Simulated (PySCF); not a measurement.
SMILES C#CC[Si](C)(C)C (C₆H₁₂Si) at its GFN2-xTB optimised geometry (Å):

```
19

C     -3.5119    -1.6619    -1.7216
C     -2.3159    -1.6226    -1.6808
C     -0.8782    -1.5614    -1.6056
Si    -0.2815    -0.6785     0.0000
C      1.6268    -0.6785     0.0000
C     -0.9467     1.1078     0.0000
C     -0.9459    -1.6328     1.5101
H     -4.5583    -1.7058    -1.7740
H     -0.5045    -1.0336    -2.4855
H     -0.4830    -2.5786    -1.6445
H      2.0269    -1.6880    -0.0077
H      2.0273    -0.1605    -0.8662
H      2.0140    -0.1818     0.8840
H     -0.5347     1.6880    -0.8202
H     -0.6993     1.6237     0.9225
H     -2.0273     1.1164    -0.1039
H     -2.0284    -1.7092     1.4719
H     -0.5482    -2.6426     1.5516
H     -0.6816    -1.1383     2.4399
```

Level of theory: CAM-B3LYP/def2-SVP (PySCF 2.14.0). Cells within 0.4 Å of a nucleus heavier than hydrogen are left out (blank, or x).

Map of the deformation density (molecule minus spherical neutral atoms) (e/bohr³) on the plane z = 0.0 Å:

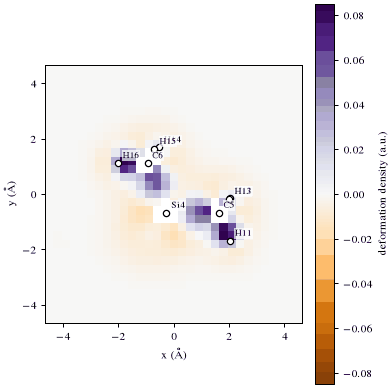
*Deformation density (molecule minus spherical neutral atoms) (e/bohr³) on the plane z = 0.0 Å.*
